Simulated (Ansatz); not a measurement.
## Electronic structure of C2H7AlOS in real space

Input

```
crystal:
  periodic: [false, false, false]
  atoms:
    - { symbol: C, position_ang: [-1.8096, 0.5934, 0.8659] }
    - { symbol: Al, position_ang: [-0.1608, -0.32, 1.2475] }
    - { symbol: O, position_ang: [-0.07478, -2.14987, 1.03853] }
    - { symbol: C, position_ang: [-0.39002, -2.9134, 2.17864] }
    - { symbol: S, position_ang: [-2.24409, -3.07766, 2.26984] }
    - { symbol: H, position_ang: [-2.1276, 0.502, -0.2126] }
    - { symbol: H, position_ang: [-2.6387, 0.2408, 1.5052] }
    - { symbol: H, position_ang: [-1.6881, 1.7391, 1.0446] }
    - { symbol: H, position_ang: [1.12385, 0.51913, 1.7429] }
    - { symbol: H, position_ang: [0.04823, -3.84913, 2.16141] }
    - { symbol: H, position_ang: [-0.05689, -2.34124, 3.12223] }
    - { symbol: H, position_ang: [-2.24403, -3.77454, 1.01806] }
basis:
  gaussian: { orbitals: "6-31G*" }
hamiltonian:
  xc: pbe0
relax:
  f_tol: 0.015
  max_steps: 40
output:
  orbitals: {}
```

Command:

```sh
ansatz run input.yaml --threads 2 --pin off --max-ram 3072MiB --backend cpu --events-out ev --progress --plain --runs-dir out
```

The fields are those of the run's last geometry, not of the input's.

Level of theory: RKS PBE0/6-31G* in Ansatz 0.2.0.

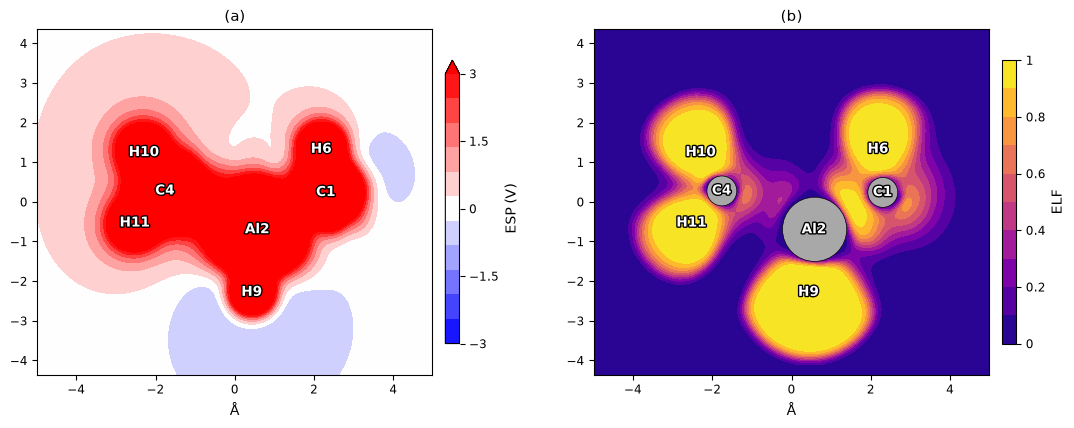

Figure 1. (a) molecular electrostatic potential; (b) ELF on the plane of atoms H10, C4 and H11. Grey discs cover the atomic cores in the ELF map.

Question: Interpret the plot.

Answer: Atoms in the plane: C, Al and H.
C–Al (1.96 Å): the ELF peaks at about 0.95 between the atoms, as expected for a shared but strongly polarised pair.
C–H (1.10 Å): the ELF climbs to about 1 towards the hydrogen, as it does in any bond to H; a covalent bond by its length.
Outside the dense part of the molecule the potential is most negative (−0.8 V) near H9.

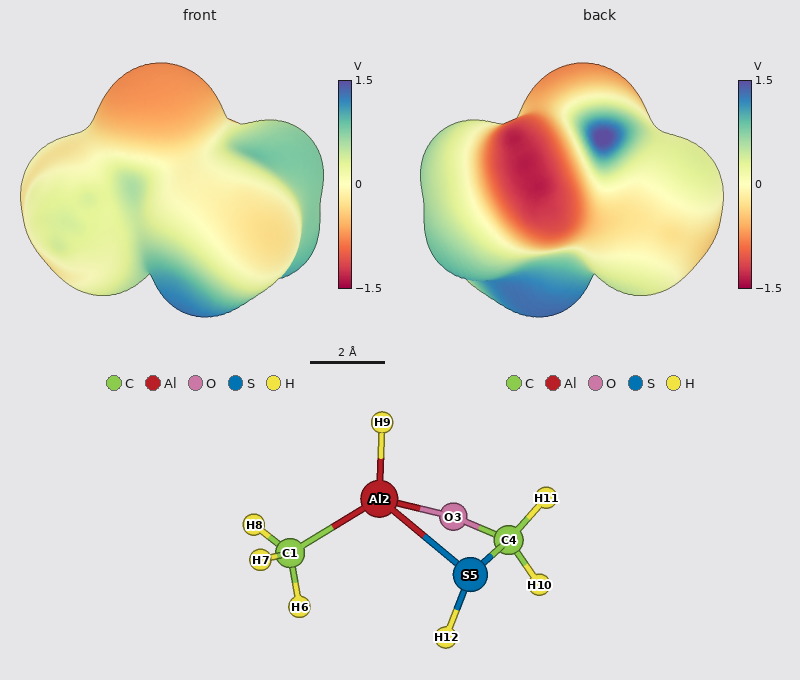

Figure 2. The electrostatic potential painted on the density surface at 0.001 e/bohr³, seen from the front and from behind; the colour scale runs from red (negative) to blue (positive). The bare structure is drawn below in the same view.

Question: Where is the surface potential most negative and most positive?

Answer: The most negative region (about −1.3 V) lies over O3, the most positive (about +1.3 V) over Al2 and H12. O3 is the likeliest acceptor of a hydrogen bond.

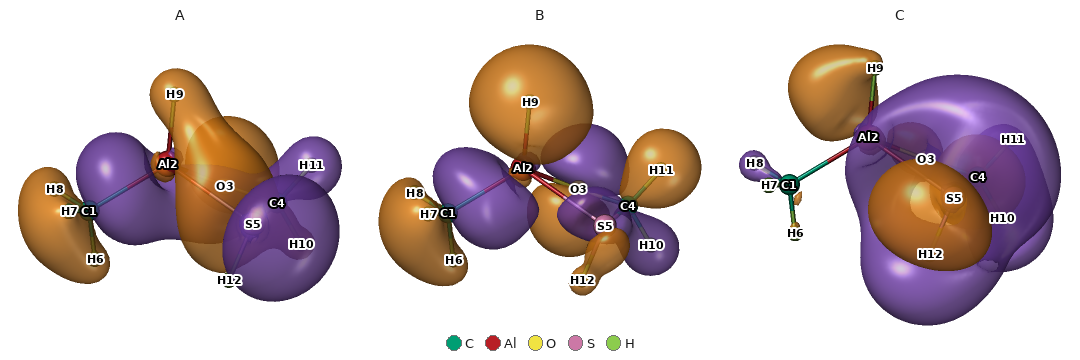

Figure 3. Three frontier orbitals at ±0.06 Å⁻³ᐟ² (orange and purple are the two phases), in no order.

Question: Which picture is the HOMO−1, the HOMO and the LUMO?

Answer: A is the HOMO−1 (−8.03 eV). Its weight (Hirshfeld) is mainly on S5 (about 35 %), O3 (about 25 %), C1 (about 15 %) and Al2 (about 10 %). B is the HOMO (−7.27 eV). It lies mainly on O3 (about 30 %), H9 (about 20 %), C1 (about 20 %) and Al2 (about 15 %). C is the LUMO (−0.26 eV). It lies mainly on S5 (about 45 %), C4 (about 20 %), Al2 (about 15 %) and H12 (about 10 %).

Question: What is the HOMO–LUMO gap?

Answer: 7.01 eV between the orbital energies.
